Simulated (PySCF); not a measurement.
# CH2O2, SMILES `OC=O`: electronic structure

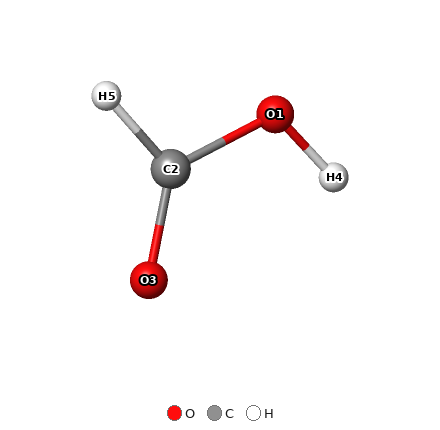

The molecule, with its atoms numbered as below. No frequency check shows the geometry to be a minimum.

Cartesian coordinates (Å):

```
O1      -1.1021    0.0853    0.0000
C2       0.1311   -0.3916    0.0000
O3       1.1284    0.2626    0.0000
H4      -1.0975    1.0580    0.0000
H5       0.1002   -1.4918    0.0000
```

## 1. Bonding charge

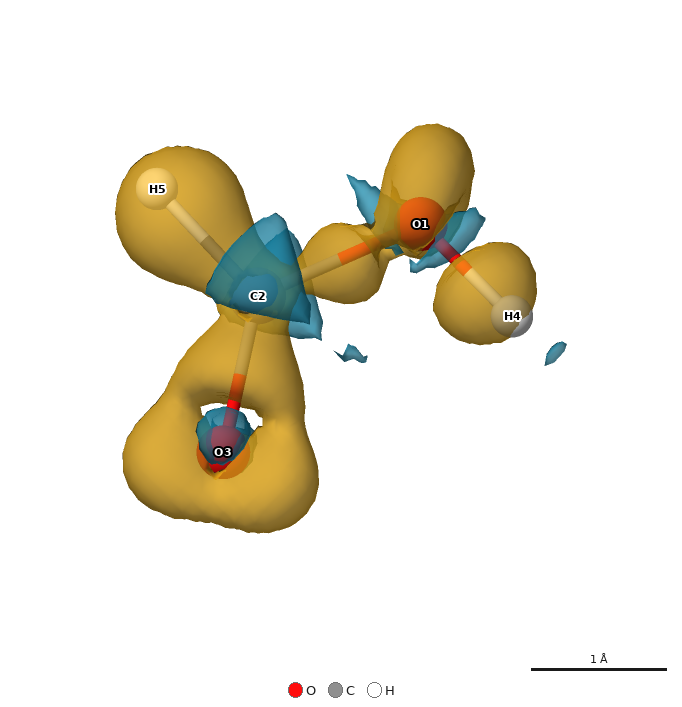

Deformation density (molecule less spherical, spin-averaged free atoms at the same positions), surfaces at ±0.13 e/Å³; yellow: gain, teal: loss.

Method: PBE/def2-SVP; geometry: GFN2-xTB; program: PySCF.

Question: How much density has each bond gained at its critical point, relative to the free atoms?

Answer: C2–H5: +0.73 e/Å³ at the bond critical point (bond length 1.10 Å, Mayer order 0.9). O1–H4: +0.70 e/Å³ at the bond critical point (bond length 0.97 Å, Mayer order 0.9). C2–O3: +0.64 e/Å³ at the bond critical point (bond length 1.19 Å, Mayer order 2.1). O1–C2: +0.26 e/Å³ at the bond critical point (bond length 1.32 Å, Mayer order 1.3). In all, 1.0 electrons gather in the regions of gain relative to the promolecule.

## 2. Local ionisation energy

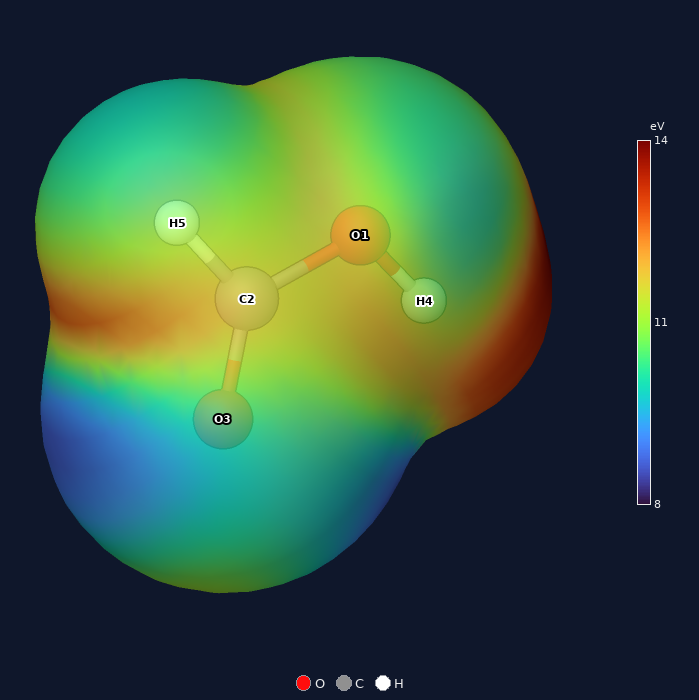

Average local ionisation energy on the surface of electron density 0.001 a.u.

Question: Where are the most loosely bound electrons on this surface?

Answer: The lowest value is 8.3 eV, about equally far (1.8 Å) from O3 and H4. Further minima include 8.6 eV, 1.8 Å from O3; 9.9 eV, 1.4 Å from H5; 10.0 eV, off the molecular plane, over O1 (1.7 Å), and at like points elsewhere. For comparison, the highest occupied orbital lies at −6.5 eV.

## 3. Excited states

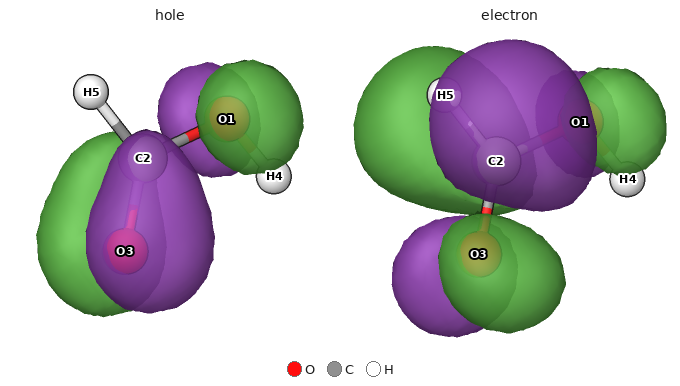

Leading natural transition orbital pair of S₂ (TDHF singlet states); the surfaces enclose about 85 % of each orbital's density.

Level of theory: HF/def2-SVPD (PySCF), at a geometry from GFN2-xTB.

Question: Give its energy and the atoms that hole and electron lie on.

Answer: 9.46 eV (131 nm), f = 0.136 (bright); the leading pair carries 76 %; hole on O3 (58 %), O1 (23 %) and C2 (16 %), electron on C2 (42 %), O3 (27 %) and O1 (14 %) (shares are of the whole state, not of the leading pair alone); their centroids lie 0.4 Å apart. In canonical orbitals it is mainly HOMO−1 → LUMO+2 (51 %). The HOMO–LUMO gap is 15.39 eV.

## 4. Removing or adding an electron

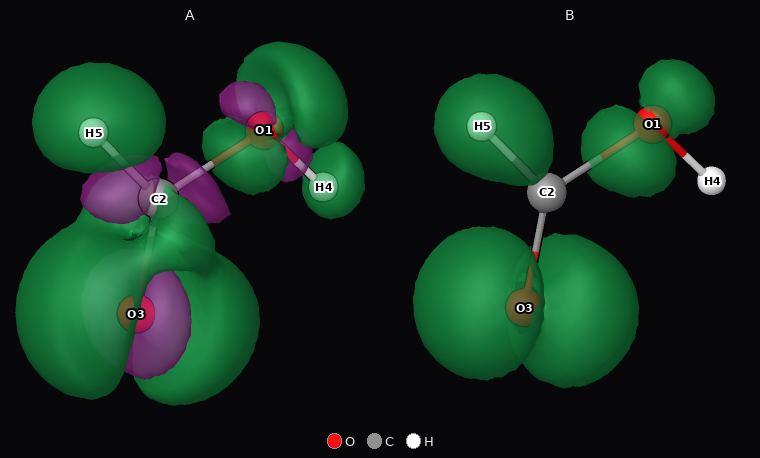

The Fukui function f⁻ from two separate SCF calculations and the density of the HOMO, at ±0.04 e/Å³ (green positive, purple negative).

Level of theory: M06-2X/aug-cc-pVDZ (PySCF), at a geometry from GFN2-xTB.

Question: Which panel is which, and how good is the frozen-orbital picture?

Answer: A is f⁻ (it has negative regions), B the HOMO density. The HOMO lies on O3 (67 %), C2 (13 %) and O1 (11 %); f⁻ (Hirshfeld-condensed) is largest on O3 (0.46); the vertical ionisation energy is 11.50 eV. Relaxation shifts 22 % of the electron between atoms. The orbital energy is −10.18 eV.

## 5. Localised orbitals

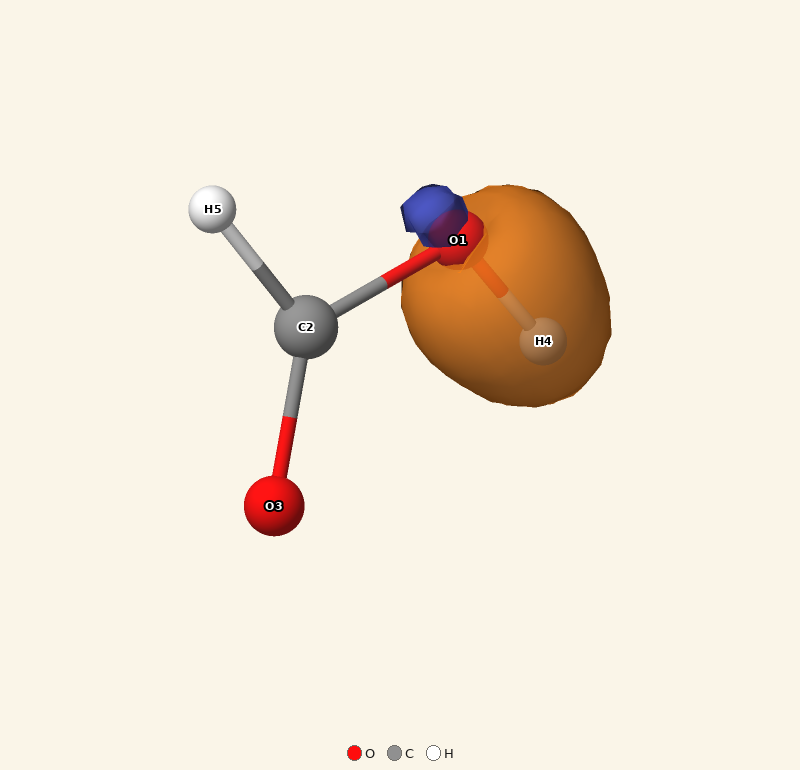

Pipek–Mezey orbitals, occupied; each surface holds about 70 % of the orbital's density. Energies are diagonal elements of the Fock matrix.

Question: What does this orbital represent?

Answer: σ bond O1–H4 (O1 68 %, H4 31 %; −27.3 eV).

Question: How do all the valence pairs divide up?

Answer: 9 pairs: 4 σ bonds, 4 lone pairs and 1 two-centre π bond.

## 6. The π system

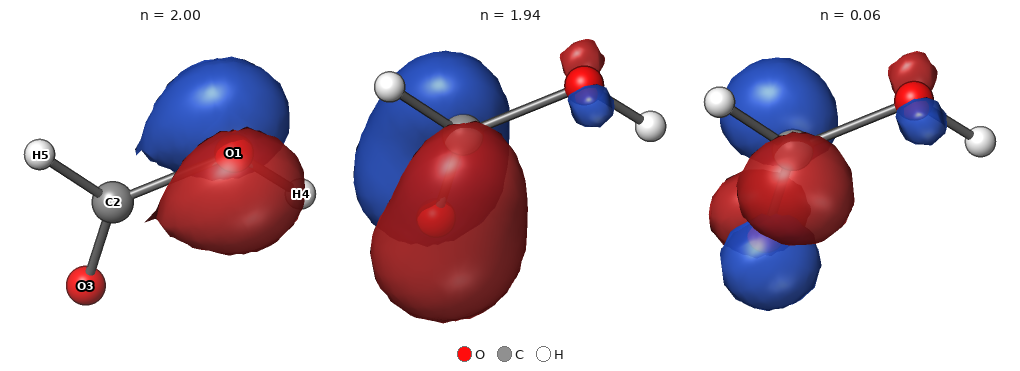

Natural orbitals of the π active space, CASSCF(4,3), singlet state, in order of falling occupation.

PySCF calculation, 6-31G* basis, gas phase; geometry: GFN2-xTB.

Question: How multiconfigurational is the state?

Answer: The leading determinant weighs 0.97; the effective number of unpaired electrons, Σ n²(2−n)², is 0.02; the most occupied of the weakly occupied orbitals holds 0.06 e, as in an ordinary closed-shell π system. The active space lowers the energy by 0.77 eV against Hartree–Fock.

Question: Where does the lowest triplet lie relative to the singlet, at this geometry and within this active space?

Answer: 7.12 eV above it by strongly contracted NEVPT2 (+6.47 eV by CASSCF); a small basis tends to put such gaps a few tenths of an eV too high. This is a vertical energy for π states alone; a state that uses lone pairs or σ orbitals may lie lower.

The PySCF runs shown took 2.8 s, 14 s, 93 s, 0.86 s and 1.9 s on 1 thread of Intel(R) Xeon(R) 6975P-C (Granite Rapids) (shared host).
